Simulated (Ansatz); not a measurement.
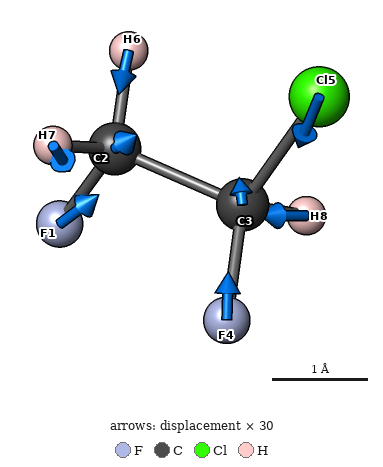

This is a relaxation of C2H3ClF2. The starting structure is drawn; blue arrows show the displacements, magnified 30 times. The two geometries are superimposed by the best rigid fit.

A ball-and-stick model, seen at a tilt.

The start comes from PBE-D4/def2-SVP.

These are results of RKS PBE0-D4/def2-TZVP in Ansatz 0.2.0, not measurements.

Input
```yaml
crystal:
  periodic: [false, false, false]
  atoms:
    - {symbol: F, position_ang: [-0.358682, -0.829133, 1.593535]}
    - {symbol: C, position_ang: [0.293718, 0.032343, 0.735762]}
    - {symbol: C, position_ang: [-0.322667, -0.077993, -0.649315]}
    - {symbol: F, position_ang: [-0.108427, -1.318813, -1.166770]}
    - {symbol: Cl, position_ang: [0.435389, 1.172028, -1.706475]}
    - {symbol: H, position_ang: [0.196521, 1.077571, 1.100190]}
    - {symbol: H, position_ang: [1.371445, -0.236191, 0.672204]}
    - {symbol: H, position_ang: [-1.415197, 0.123089, -0.634930]}
basis:
  gaussian: {orbitals: def2-TZVP}
hamiltonian: {xc: pbe0, dispersion: d4}
relax: {f_tol: 0.005, max_steps: 150}
```

Describe the change and its energy.

Cl5 moves most after the best rigid fit: 0.026 Å. By element the largest moves are Cl 0.026 Å, H 0.021 Å, F 0.020 Å, C 0.013 Å. Some distances before and after: C3–Cl5 1.804 → 1.774 Å, C2–H6 1.111 → 1.092 Å, C2–C3 1.520 → 1.507 Å, C3–F4 1.361 → 1.355 Å. The energy falls by 3.62 kJ/mol in 5 geometry steps. Largest force component: 0.64 eV/Å at the start, 0.0017 eV/Å at the end.
